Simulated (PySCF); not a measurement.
# C2H7BBrS− (SMILES CSC[BH2-]Br) at 3 levels

We compute a comparison of 3 runs (HF/def2-SVP, PBE/6-31G*, B3LYP/6-31G*) of C2H7BBrS−. 

The calculation is run with PySCF 2.14.0.

## (1) The system as given

C2H7BBrS− has 12 atoms, charge -1, and is taken as a singlet. SMILES: `CSC[BH2-]Br`. Geometry: relaxed at GFN2-xTB. This is one conformer, not always the lowest.

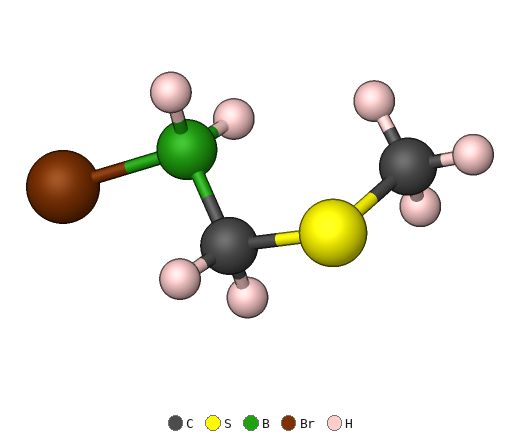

Viewed from a chosen angle; carbon dark grey, sulfur yellow, boron green, bromine brown, hydrogen pink.

## (2) Energy and forces at HF/def2-SVP (run 1)

File calc.py:

```python
from pyscf import gto, scf

molecule = gto.M(
    atom='''
C       -1.267020       0.975940       1.062480
S        0.361240       1.562650       0.518610
C        0.769240       0.324810      -0.764020
B        0.656370      -1.241020      -0.302970
Br       1.452280      -2.302310      -1.848140
H       -1.952830       0.987950       0.218440
H       -1.165440      -0.033370       1.448310
H       -1.613830       1.651620       1.839410
H        1.796090       0.591690      -1.031290
H        0.135660       0.570220      -1.625830
H       -0.487990      -1.611400      -0.191330
H        1.316230      -1.476790       0.676330
''',
    max_memory=1860,
    charge=-1,
    basis='def2-svp',
    verbose=3,
)

mf = scf.RHF(molecule)
mf.conv_tol = 1e-10
mf.kernel()
if not mf.converged:
    mf = mf.newton().run(mf.mo_coeff, mf.mo_occ)

etot = mf.e_tot
print('Final energy', etot)
grad = mf.nuc_grad_method().kernel()
mf.analyze()
```

Started as:

```
$ OMP_NUM_THREADS=1 python calc.py
```

What it wrote:

```text
converged SCF energy = -3073.98200244175
[... 15 lines left out ...]
MO #6   energy= -58.2720986914524  occ= 2
[... 10 lines left out ...]
MO #17  energy= -6.46164420240882  occ= 2
[... 10 lines left out ...]
MO #28  energy= -0.455719132567158 occ= 2
[... 10 lines left out ...]
MO #39  energy= 0.31168871000873   occ= 0
[... 10 lines left out ...]
MO #50  energy= 0.615046356346256  occ= 0
[... 10 lines left out ...]
MO #61  energy= 0.940047838400245  occ= 0
[... 10 lines left out ...]
MO #72  energy= 1.08638800729609   occ= 0
[... 10 lines left out ...]
MO #83  energy= 1.39878326736549   occ= 0
[... 10 lines left out ...]
MO #94  energy= 1.91908099579128   occ= 0
[... 10 lines left out ...]
MO #105 energy= 2.42141703893427   occ= 0
[... 10 lines left out ...]
MO #116 energy= 3.05792798853289   occ= 0
[... 10 lines left out ...]
MO #127 energy= 4.38822580379847   occ= 0
[... 14 lines left out ...]
WARN: System has nonzero charge -1; the dipole moment is origin-dependent.
Location of origin: [0. 0. 0.]

Dipole moment(X, Y, Z, Debye): -4.85361,  5.09412,  3.22599
```

It took 30 s on 1 thread of Intel Xeon at 2.70GHz, shared host; peak memory 0.37 GiB.

## (3) Energy and forces at PBE/6-31G(d) (spherical functions) (run 2)

File run.py:

```python
import pyscf.grad
from pyscf import gto, dft

mol = gto.M(
    atom=[
    ('C', (-1.267020, 0.975940, 1.062480)),
    ('S', (0.361240, 1.562650, 0.518610)),
    ('C', (0.769240, 0.324810, -0.764020)),
    ('B', (0.656370, -1.241020, -0.302970)),
    ('Br', (1.452280, -2.302310, -1.848140)),
    ('H', (-1.952830, 0.987950, 0.218440)),
    ('H', (-1.165440, -0.033370, 1.448310)),
    ('H', (-1.613830, 1.651620, 1.839410)),
    ('H', (1.796090, 0.591690, -1.031290)),
    ('H', (0.135660, 0.570220, -1.625830)),
    ('H', (-0.487990, -1.611400, -0.191330)),
    ('H', (1.316230, -1.476790, 0.676330)),
],
    basis='6-31g*',
    spin=0,
    max_memory=1860,
    verbose=3,
    charge=-1,
)

mf = dft.RKS(mol, xc='pbe')
mf.grids.level = 5
mf.conv_tol = 1e-10
mf.kernel()
if not mf.converged:
    mf = mf.newton().run(mf.mo_coeff, mf.mo_occ)

energy = mf.e_tot
print('E = %.10f Eh' % energy)
grad = mf.Gradients().kernel()
mf.analyze()
```

Started as:

```
$ OMP_NUM_THREADS=1 python run.py
```

What it wrote:

```text
converged SCF energy = -3076.6531785535
[... 16 lines left out ...]
MO #7   energy= -9.76298533829263  occ= 2
[... 8 lines left out ...]
MO #16  energy= -5.52016982644995  occ= 2
[... 8 lines left out ...]
MO #25  energy= -0.467411825944144 occ= 2
[... 8 lines left out ...]
MO #34  energy= -0.0883033066630137 occ= 2
[... 8 lines left out ...]
MO #43  energy= 0.250296640006406  occ= 0
[... 8 lines left out ...]
MO #52  energy= 0.482652664477163  occ= 0
[... 8 lines left out ...]
MO #61  energy= 0.657155521151878  occ= 0
[... 8 lines left out ...]
MO #70  energy= 0.938670013582064  occ= 0
[... 8 lines left out ...]
MO #79  energy= 1.07844382930852   occ= 0
[... 8 lines left out ...]
MO #88  energy= 1.56581175199242   occ= 0
[... 8 lines left out ...]
MO #97  energy= 2.30661946719548   occ= 0
[... 8 lines left out ...]
MO #106 energy= 5.04970341823205   occ= 0
[... 14 lines left out ...]
WARN: System has nonzero charge -1; the dipole moment is origin-dependent.
Location of origin: [0. 0. 0.]

Dipole moment(X, Y, Z, Debye): -4.92345,  4.83694,  3.22589
```

Wall time 90 s (1 thread of Intel Xeon at 2.70GHz, shared host); peak memory 1.1 GiB.

## (4) Energy and gradient at B3LYP/6-31G(d) (Cartesian functions) (run 3)

run.py, as its differences from that of step 3:

```diff
@@ -3,3 +3,3 @@
 
-mol = gto.M(
+molecule = gto.M(
     atom=[
@@ -18,10 +18,12 @@
 ],
+    cart=True,
+    max_memory=1860,
+    spin=0,
     basis='6-31g*',
-    spin=0,
-    max_memory=1860,
+    charge=-1,
     verbose=3,
-    charge=-1,
 )
 
-mf = dft.RKS(mol, xc='pbe')
+mf = dft.RKS(molecule)
+mf.xc = 'b3lyp'
 mf.grids.level = 5
@@ -32,4 +34,4 @@
 
-energy = mf.e_tot
-print('E = %.10f Eh' % energy)
+etot = mf.e_tot
+print(f'total energy: {etot:.8f} hartree')
 grad = mf.Gradients().kernel()
```

Started as:

```
$ OMP_NUM_THREADS=1 python run.py
```

What it wrote:

```text
converged SCF energy = -3077.44228020028
[... 12 lines left out ...]
MO #3   energy= -62.2934204203155  occ= 2
[... 9 lines left out ...]
MO #13  energy= -6.30021464084068  occ= 2
[... 9 lines left out ...]
MO #23  energy= -0.63570057592077  occ= 2
[... 9 lines left out ...]
MO #33  energy= -0.141092831650165 occ= 2
[... 9 lines left out ...]
MO #43  energy= 0.27708381280066   occ= 0
[... 9 lines left out ...]
MO #53  energy= 0.523655534370905  occ= 0
[... 9 lines left out ...]
MO #63  energy= 0.727374206816295  occ= 0
[... 9 lines left out ...]
MO #73  energy= 1.02636052738245   occ= 0
[... 9 lines left out ...]
MO #83  energy= 1.22879538106985   occ= 0
[... 9 lines left out ...]
MO #93  energy= 1.91850943288551   occ= 0
[... 9 lines left out ...]
MO #103 energy= 3.74774822332282   occ= 0
[... 9 lines left out ...]
MO #113 energy= 90.5540224442938   occ= 0
[... 14 lines left out ...]
WARN: System has nonzero charge -1; the dipole moment is origin-dependent.
Location of origin: [0. 0. 0.]

Dipole moment(X, Y, Z, Debye): -4.96841,  4.95407,  3.32709
```

Run time: 69 s. Hardware: 1 thread of Intel Xeon at 2.70GHz, shared host; peak memory 1.2 GiB.

## (5) The series

```tsv
run	level	integration grid	Cartesian functions	energy (Eh)	HOMO energy (eV)	LUMO energy (eV)	HOMO–LUMO gap (eV)	wall time
1	HF/def2-SVP	–	no	-3073.982002	-4.46	8.48	12.95	30 s
2	PBE/6-31G* (spherical functions)	5	no	-3076.653179	-0.36	4.59	4.95	90 s
3	B3LYP/6-31G* (Cartesian functions)	5	yes	-3077.442280	-1.38	5.33	6.71	69 s
```

## (6) Outcome

```
                                                    quantity           value
                                         run 3: total energy  -3077.44228 Eh
                                          run 3: HOMO energy        -1.38 eV
                                          run 3: LUMO energy         5.33 eV
run 3: HOMO–LUMO gap (to an unbound level, set by the basis)         6.71 eV
                             run 3: largest force on an atom      1.421 eV/Å
```

In words: The HOMO–LUMO gap runs from 4.95 eV (PBE/6-31G*) to 12.95 eV (HF/def2-SVP). The two ends differ in method and basis. The empty levels of an anion lie above zero and hang on the basis. Totals of different functionals can't be ranked against each other. All runs together took 3.1 min, the longest 90 s.
